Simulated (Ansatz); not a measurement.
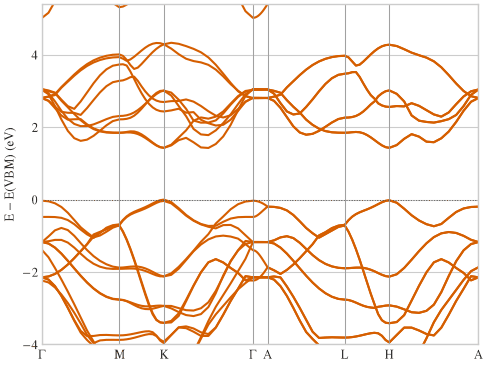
Figure: Band structure from plane-wave PAW PBE (Ansatz code)

### Question
Read off the gap and where the band edges lie.

### Answer
About 1.4 eV (1.41 eV by a search for the band edges); maximum at K, minimum on the K–Γ line, 46 % of the way from K.

The material is MoSe2 in space group P6_3/mmc (No. 194; Mo on 2c, Se on 4f).

The cell was relaxed with PBE under the symmetry of its start. The run is not spin-polarised. The volume lies over 15 % above that of the usual cell of this phase: another minimum, or an error of the functional. A crystal of weakly bound layers computed without a dispersion correction: the cell and the soft elastic constants depend strongly on that. Scalar-relativistic: spin–orbit coupling is off unless named, which matters more the heavier the elements.

Potentials: the earlier of the program's two PAW sets.
